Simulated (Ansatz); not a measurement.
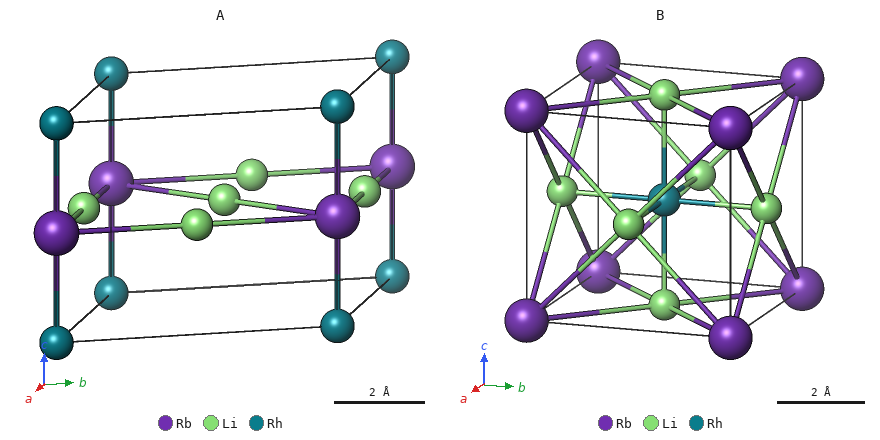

Two structures of RbLi$_{3}$Rh, each relaxed to rest (conventional cells in solid outline, small ones repeated, not to one scale). Method: Ansatz 0.2.0, DFT PBE, scalar-relativistic, plane waves, PAW, without spin polarisation.

Describe A and B.

Answer. A: 5 atoms a cell on a primitive hexagonal lattice, P6/mmm. B: 5 atoms a cell on a primitive cubic lattice, Pm-3m.

What is the energy order of the two?

Answer. B is lower, by 943 meV/atom at this level of theory (energies at zero smearing). Volumes: A 38.7, B 24.9 Å³/atom.

One or both may be structure types tried for this composition rather than known phases.
